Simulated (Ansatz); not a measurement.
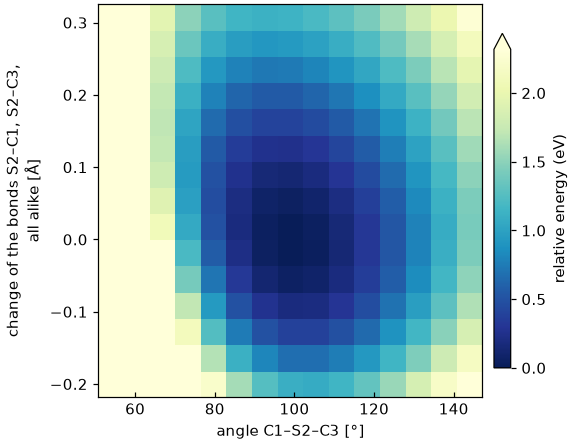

Energy landscape of C2H5FS, SMILES CSCF. Coordinates scanned: (1) angle C1–S2–C3; (2) change of the bonds S2–C1, S2–C3, all alike. Nothing is relaxed (all other coordinates rigid). The grid has 15 × 15 points. Points are written as (first, second). All energies are given in eV relative to the lowest grid point. These are results of Ansatz 0.2.0, RKS PBE-D4/def2-SVP, not measurements.

The picture shows one coloured cell a grid point, one colour for all values above the top of the scale. 

Summarise what can be read from the map.

The lowest grid point is at (99.0°, 0.018 Å). It is the only kind of minimum in the scanned range. The highest grid point, (54.0°, −0.200 Å), lies 13.68 eV above the lowest. Round the minimum the two coordinates are weakly coupled (coupling 0.15 in units of the two stiffnesses).

Grid values (eV):

| second ↓, first → | 54.0 | 60.4 | 66.9 | 73.3 | 79.7 | 86.2 | 92.6 | 99.0 | 105.4 | 111.9 | 118.3 | 124.7 | 131.2 | 137.6 | 144.0 |
| --- | --- | --- | --- | --- | --- | --- | --- | --- | --- | --- | --- | --- | --- | --- | --- |
| 0.308 | 4.67 | 2.85 | 1.95 | 1.50 | 1.27 | 1.16 | 1.12 | 1.14 | 1.20 | 1.29 | 1.42 | 1.59 | 1.79 | 2.02 | 2.28 |
| 0.272 | 4.82 | 2.84 | 1.85 | 1.35 | 1.09 | 0.97 | 0.92 | 0.93 | 0.99 | 1.09 | 1.23 | 1.40 | 1.61 | 1.85 | 2.12 |
| 0.236 | 5.01 | 2.86 | 1.78 | 1.22 | 0.93 | 0.79 | 0.73 | 0.74 | 0.80 | 0.90 | 1.04 | 1.22 | 1.43 | 1.68 | 1.96 |
| 0.200 | 5.26 | 2.92 | 1.73 | 1.11 | 0.78 | 0.62 | 0.56 | 0.56 | 0.62 | 0.72 | 0.87 | 1.05 | 1.27 | 1.53 | 1.82 |
| 0.163 | 5.57 | 3.02 | 1.71 | 1.02 | 0.66 | 0.47 | 0.39 | 0.39 | 0.45 | 0.55 | 0.70 | 0.90 | 1.13 | 1.39 | 1.69 |
| 0.127 | 5.93 | 3.17 | 1.73 | 0.97 | 0.56 | 0.35 | 0.26 | 0.25 | 0.30 | 0.41 | 0.56 | 0.76 | 1.00 | 1.27 | 1.58 |
| 0.091 | 6.36 | 3.38 | 1.79 | 0.95 | 0.50 | 0.26 | 0.15 | 0.13 | 0.18 | 0.29 | 0.45 | 0.65 | 0.90 | 1.18 | 1.50 |
| 0.054 | 6.89 | 3.65 | 1.91 | 0.98 | 0.47 | 0.20 | 0.07 | 0.05 | 0.09 | 0.20 | 0.36 | 0.57 | 0.82 | 1.11 | 1.44 |
| 0.018 | 7.49 | 4.00 | 2.09 | 1.06 | 0.49 | 0.19 | 0.04 | 0.00 | 0.04 | 0.15 | 0.31 | 0.53 | 0.79 | 1.09 | 1.42 |
| −0.018 | 8.18 | 4.43 | 2.34 | 1.20 | 0.57 | 0.22 | 0.05 | 0.00 | 0.04 | 0.14 | 0.31 | 0.53 | 0.79 | 1.10 | 1.44 |
| −0.054 | 8.99 | 4.96 | 2.68 | 1.41 | 0.71 | 0.32 | 0.12 | 0.06 | 0.08 | 0.19 | 0.35 | 0.58 | 0.85 | 1.16 | 1.51 |
| −0.091 | 9.94 | 5.61 | 3.12 | 1.72 | 0.93 | 0.50 | 0.27 | 0.18 | 0.20 | 0.30 | 0.47 | 0.69 | 0.97 | 1.29 | 1.65 |
| −0.127 | 11.01 | 6.38 | 3.66 | 2.12 | 1.24 | 0.75 | 0.49 | 0.38 | 0.39 | 0.48 | 0.65 | 0.88 | 1.17 | 1.49 | 1.85 |
| −0.163 | 12.24 | 7.28 | 4.33 | 2.63 | 1.66 | 1.11 | 0.81 | 0.68 | 0.67 | 0.76 | 0.92 | 1.16 | 1.45 | 1.78 | 2.15 |
| −0.200 | 13.68 | 8.38 | 5.18 | 3.30 | 2.22 | 1.60 | 1.25 | 1.10 | 1.07 | 1.15 | 1.32 | 1.55 | 1.84 | 2.18 | 2.56 |

The input of one point:

```yaml
crystal:
  periodic: [false, false, false]
  atoms:
    - { symbol: C, position_ang: [-0.649744, 1.045321, 0.641657] }
    - { symbol: S, position_ang: [0.033833, 0.655034, -1.022137] }
    - { symbol: C, position_ang: [0.627663, -1.039097, -0.696498] }
    - { symbol: F, position_ang: [1.696991, -1.086788, 0.17989] }
    - { symbol: H, position_ang: [-1.531313, 0.415358, 0.87884] }
    - { symbol: H, position_ang: [0.131366, 0.91184, 1.414454] }
    - { symbol: H, position_ang: [-0.960452, 2.107103, 0.624407] }
    - { symbol: H, position_ang: [0.932289, -1.448265, -1.684493] }
    - { symbol: H, position_ang: [-0.19555, -1.658671, -0.275117] }
basis:
  gaussian: { orbitals: def2-SVP }
hamiltonian:
  xc: pbe
  dispersion: d4
output:
  forces: true
```

The whole map (225 points run) took 10 min on 1 thread of Arm Neoverse V1, with other jobs on the host.
